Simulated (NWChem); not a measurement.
# the pair MgSiH4O···BHO2, step by step

We compute the energy (singlet MgBSiH5O3, B97-D/STO-3G), then the energy (singlet MgSiH4O, B97-D/STO-3G), then a single-point energy (singlet BHO2, B97-D/STO-3G), then the energy (singlet MgSiH4O, B97-D/STO-3G), then the energy (singlet BHO2, B97-D/STO-3G) of BH5MgO3Si and its partners. 

The calculation is run with NWChem 7.3.0.

### Step 1. The molecule

MgBSiH5O3: 11 atoms, total charge 0, spin state singlet. The two molecules were placed rigidly side by side, at 0.9 times their contact distance; the pair isn't optimised.

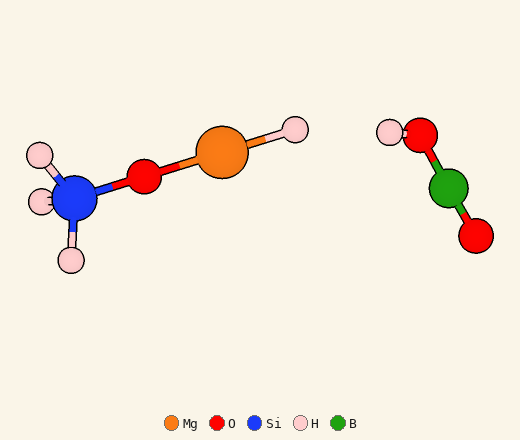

Viewed from a chosen angle; magnesium orange, oxygen red, silicon blue, hydrogen pink, boron green.

### Step 2. A single-point energy at B97-D/STO-3G (run 1)

a.nw reads:

```
start a
title "BH5MgO3Si B97-D"
memory 2200 mb

geometry noautosym nocenter noautoz
   Mg    -2.004940    -0.721060    -0.529990
   O     -0.365740    -0.133060    -0.096290
   Si     1.105160     0.397140     0.292210
   H     -3.546040    -1.273860    -0.937790
   H      1.827260     0.928540    -0.901690
   H      1.040860     1.495940     1.301110
   H      1.943460    -0.693660     0.872410
   O     -7.689890     1.090910    -2.004970
   B     -6.994990     0.109910    -2.146400
   O     -6.263620    -0.972120    -2.349710
   H     -5.601240    -1.181540    -1.686940
end

basis spherical bse
   * library STO-3G
end

dft
   xc becke97-d
   grid fine
   convergence energy 1e-08
   iterations 100
   mulliken
   print low
end

task dft
```

Command:

```sh
nwchem a.nw > a.out
```

Output, shortened:

```text
[...]
 d= 0,ls=0.0,diis     1   -733.4295315573 -9.77D+02  1.05D-01  1.68D+00     0.6
[...]
 d= 0,ls=0.0,diis    12   -733.7646888850 -6.20D-10  5.64D-07  4.18D-10     5.1
         Total DFT energy =     -733.764688884987
      One electron energy =    -1507.014152008380
           Coulomb energy =      598.995077218151
    Exchange-Corr. energy =      -69.494014560719
 Nuclear repulsion energy =      243.754962055149
    Dispersion correction =       -0.006561589187
[...]
      Total Density - Mulliken Population Analysis
     ---------------------------------------------
    Atom       Charge   Shell Charges
 -----------   ------   -------------------------------------------------------
    1 Mg  12    11.18   2.00  1.96  5.63  0.69  0.89
    2 O    8     8.59   2.00  1.78  4.81
    3 Si  14    13.35   2.00  1.98  5.88  1.21  2.27
    4 H    1     1.35   1.35
    5 H    1     1.17   1.17
    6 H    1     1.17   1.17
    7 H    1     1.17   1.17
    8 O    8     8.27   2.00  1.90  4.38
    9 B    5     4.69   1.99  0.70  2.00
   10 O    8     8.32   2.00  1.80  4.53
[...]
```

It took 5.7 s on 1 thread of Intel Xeon 6975P-C (Granite Rapids), shared host; peak memory 0.13 GiB.

### Step 3. MgSiH4O: a single-point energy at B97-D/STO-3G (run 2)

m1.nw reads:

```
START m1
memory stack 880 mb heap 220 mb global 1100 mb

GEOMETRY units angstrom noautosym nocenter noautoz
  Mg    -2.004940    -0.721060    -0.529990
  O     -0.365740    -0.133060    -0.096290
  Si     1.105160     0.397140     0.292210
  H     -3.546040    -1.273860    -0.937790
  H      1.827260     0.928540    -0.901690
  H      1.040860     1.495940     1.301110
  H      1.943460    -0.693660     0.872410
END

BASIS "ao basis" spherical bse
  * library STO-3G
END

DFT
  xc becke97-d
  grid fine
  convergence energy 1e-08
  maxiter 100
  mulliken
  print low
END

TASK dft energy
```

Command:

```sh
nwchem m1.nw > m1.out
```

Output, shortened:

```text
[...]
 d= 0,ls=0.0,diis     1   -560.1286514284 -6.83D+02  1.12D-01  6.58D-01     0.4
[...]
 d= 0,ls=0.0,diis    10   -560.2593774422 -2.19D-11  2.86D-07  4.54D-11     2.6
         Total DFT energy =     -560.259377442200
      One electron energy =    -1027.429707091162
           Coulomb energy =      392.002502709657
    Exchange-Corr. energy =      -47.774492147232
 Nuclear repulsion energy =      122.947140142156
    Dispersion correction =       -0.004821055619
[...]
      Total Density - Mulliken Population Analysis
     ---------------------------------------------
    Atom       Charge   Shell Charges
 -----------   ------   -------------------------------------------------------
    1 Mg  12    11.20   2.00  1.96  5.63  0.71  0.89
    2 O    8     8.59   2.00  1.79  4.81
    3 Si  14    13.35   2.00  1.98  5.88  1.21  2.27
    4 H    1     1.33   1.33
    5 H    1     1.17   1.17
    6 H    1     1.17   1.17
    7 H    1     1.17   1.17
[...]
```

Wall time 3.3 s (1 thread of Intel Xeon 6975P-C (Granite Rapids), shared host); peak memory 0.12 GiB.

### Step 4. BHO2: a single-point energy at B97-D/STO-3G (run 3)

mymol.nw reads:

```
start mymol
memory stack 880 mb heap 220 mb global 1100 mb
charge 0
geometry units atomic noautosym nocenter noautoz
O    -14.53178603     2.06152113    -3.78884419
B    -13.21861534     0.20769980    -4.05610815
O    -11.83652635    -1.83704056    -4.44030837
H    -10.58480956    -2.23278701    -3.18785459
end
basis spherical bse
* library STO-3G
end
dft
xc becke97-d
grid fine
convergence energy 1e-08
maxiter 100
mulliken
print low
end
task dft energy
```

Command:

```sh
nwchem mymol.nw > mymol.out
```

Output, shortened:

```text
[...]
 d= 0,ls=0.0,diis     1   -173.2936812210 -2.27D+02  2.12D-01  1.02D+00     0.1
[...]
 d= 0,ls=0.0,diis     9   -173.4982711747 -4.96D-09  9.66D-06  3.93D-08     0.7
         Total DFT energy =     -173.498271174712
      One electron energy =     -346.230372601586
           Coulomb energy =      140.442531334806
    Exchange-Corr. energy =      -21.715571014304
 Nuclear repulsion energy =       54.005700040325
    Dispersion correction =       -0.000558933953
[...]
      Total Density - Mulliken Population Analysis
     ---------------------------------------------
    Atom       Charge   Shell Charges
 -----------   ------   -------------------------------------------------------
    1 O    8     8.26   2.00  1.90  4.37
    2 B    5     4.68   1.99  0.69  2.00
    3 O    8     8.31   2.00  1.80  4.52
    4 H    1     0.74   0.74
[...]
```

Wall time 1.3 s (1 thread of Intel Xeon 6975P-C (Granite Rapids), shared host); peak memory 0.11 GiB.

### Step 5. MgSiH4O among ghost functions: a single-point energy at B97-D/STO-3G (with ghost functions) (run 4)

h4mgosi.nw reads:

```
start h4mgosi
title "H4MgOSi"
memory total 2200 mb

geometry units au noautosym nocenter noautoz
  Mg -3.78878750 -1.36260592 -1.00153595
  O  -0.69114843 -0.25144696 -0.18196173
  Si  2.08844972  0.75048583  0.55219687
  H  -6.70104443 -2.40724652 -1.77216626
  H   3.45302096  1.75468630 -1.70394715
  H   1.96694033  2.82691690  2.45874156
  H   3.67260713 -1.31082742  1.64861597
  bqO    -14.531786     2.061521    -3.788844
  bqB    -13.218615     0.207700    -4.056108
  bqO    -11.836526    -1.837041    -4.440308
  bqH    -10.584810    -2.232787    -3.187855
end

basis spherical bse
  Mg library STO-3G
  O library STO-3G
  Si library STO-3G
  H library STO-3G
  bqO library O STO-3G
  bqB library B STO-3G
  bqH library H STO-3G
end

dft
  xc becke97-d
  grid fine
  convergence energy 1e-08
  iterations 100
  mulliken
  noprint "final vectors analysis"
end

task dft energy
```

Command:

```sh
nwchem h4mgosi.nw > h4mgosi.out
```

Output, shortened:

```text
[...]
          Wavefunction type:  closed shell.
          No. of atoms     :    11
          No. of electrons :    38
[...]
          Charge           :     0
          Spin multiplicity:     1
[...]
          AO basis - number of functions:    43
[...]
              XC Information
              --------------
                   Becke 97-D Method XC Functional
                  Becke 1997-D Exchange Functional  1.000
                Becke 1997-D Correlation Potential  1.000
[...]
 d= 0,ls=0.0,diis     1   -560.1294264861 -6.83D+02  7.01D-02  6.58D-01     0.6
[...]
 d= 0,ls=0.0,diis     8   -560.2601299959  8.88D-10  7.92D-06  5.89D-08     3.2
         Total DFT energy =     -560.260129995948
      One electron energy =    -1027.406716505715
           Coulomb energy =      391.976960791327
    Exchange-Corr. energy =      -47.772684545144
 Nuclear repulsion energy =      122.947131317879
    Dispersion correction =       -0.004821054296
[...]
      Total Density - Mulliken Population Analysis
     ---------------------------------------------
    Atom       Charge   Shell Charges
 -----------   ------   -------------------------------------------------------
    1 Mg  12    11.20   2.00  1.96  5.63  0.71  0.89
    2 O    8     8.59   2.00  1.79  4.81
    3 Si  14    13.35   2.00  1.98  5.88  1.21  2.27
    4 H    1     1.33   1.33
    5 H    1     1.17   1.17
    6 H    1     1.17   1.17
    7 H    1     1.17   1.17
    8 X    0    -0.00   0.00  0.00 -0.00
    9 X    0     0.00   0.00  0.00  0.00
   10 X    0    -0.00  -0.00 -0.00 -0.00
[...]
```

Wall time 3.9 s (1 thread of Intel Xeon 6975P-C (Granite Rapids), shared host); peak memory 0.13 GiB.

### Step 6. BHO2 among ghost functions: the energy at B97-D/STO-3G (with ghost functions) (run 5)

nw.nw reads:

```
start nw
memory 2200 mb
charge 0

geometry noautosym nocenter noautoz
 O       -7.689890       1.090910      -2.004970
 B       -6.994990       0.109910      -2.146400
 O       -6.263620      -0.972120      -2.349710
 H       -5.601240      -1.181540      -1.686940
 bqMg    -2.004940    -0.721060    -0.529990
 bqO     -0.365740    -0.133060    -0.096290
 bqSi     1.105160     0.397140     0.292210
 bqH     -3.546040    -1.273860    -0.937790
 bqH      1.827260     0.928540    -0.901690
 bqH      1.040860     1.495940     1.301110
 bqH      1.943460    -0.693660     0.872410
end

basis spherical bse
 O library STO-3G
 B library STO-3G
 H library STO-3G
 bqMg library Mg STO-3G
 bqO library O STO-3G
 bqSi library Si STO-3G
 bqH library H STO-3G
end

dft
 xc becke97-d
 grid fine
 convergence energy 1e-08
 iterations 100
 mulliken
 print low
end

task dft energy
```

Command:

```sh
nwchem nw.nw > nw.out
```

Output, shortened:

```text
[...]
 d= 0,ls=0.0,diis     1   -173.2937525718 -2.27D+02  7.91D-02  1.02D+00     0.5
[...]
 d= 0,ls=0.0,diis     8   -173.4983517659 -1.53D-09  7.42D-06  5.68D-08     2.2
         Total DFT energy =     -173.498351765900
      One electron energy =     -346.227456675200
           Coulomb energy =      140.439170776269
    Exchange-Corr. energy =      -21.715210884284
 Nuclear repulsion energy =       54.005703951102
    Dispersion correction =       -0.000558933787
[...]
      Total Density - Mulliken Population Analysis
     ---------------------------------------------
    Atom       Charge   Shell Charges
 -----------   ------   -------------------------------------------------------
    1 O    8     8.26   2.00  1.90  4.37
    2 B    5     4.68   1.99  0.69  2.00
    3 O    8     8.31   2.00  1.80  4.52
    4 H    1     0.74   0.74
    5 X    0     0.00   0.00  0.00 -0.00  0.00  0.00
    6 X    0     0.00  -0.00  0.00 -0.00
    7 X    0     0.00   0.00  0.00 -0.00  0.00  0.00
    8 X    0     0.00   0.00
    9 X    0     0.00   0.00
   10 X    0     0.00   0.00
[...]
```

Run time: 2.8 s. Hardware: 1 thread of Intel Xeon 6975P-C (Granite Rapids), shared host; peak memory 0.13 GiB.

### Step 7. Summary of results

| quantity | value |
| --- | --- |
| run 1, B97-D/STO-3G: total energy | -733.76469 Eh |
| run 1, B97-D/STO-3G: dispersion energy | -17.23 kJ/mol |
| MgSiH4O: total energy | -560.25938 Eh |
| MgSiH4O: dispersion energy | -12.66 kJ/mol |
| BHO2: total energy | -173.49827 Eh |
| BHO2: dispersion energy | -1.47 kJ/mol |
| MgSiH4O among ghost functions: total energy | -560.26013 Eh |
| MgSiH4O among ghost functions: dipole moment | 1.63 D |
| MgSiH4O among ghost functions: dispersion energy | -12.66 kJ/mol |
| BHO2 among ghost functions: total energy | -173.49835 Eh |
| BHO2 among ghost functions: dispersion energy | -1.47 kJ/mol |
| interaction energy of the rigid parts MgSiH4O and BHO2 (parts in their own basis; closest atoms 2.19 Å apart) | -0.192 eV |
| interaction energy of the rigid parts MgSiH4O and BHO2 (parts in the whole basis, counterpoise; closest atoms 2.19 Å apart) | -0.169 eV |

What this shows: The interaction energy of the rigid parts MgSiH4O and BHO2 (parts in their own basis; closest atoms 2.19 Å apart) is −0.19 eV (−18.5 kJ/mol): the parts attract. Without counterpoise this holds the superposition error of the basis. The interaction energy of the rigid parts MgSiH4O and BHO2 (parts in the whole basis, counterpoise; closest atoms 2.19 Å apart) is −0.17 eV (−3.9 kcal/mol): the parts attract. The basis-set superposition error is 2.2 kJ/mol.
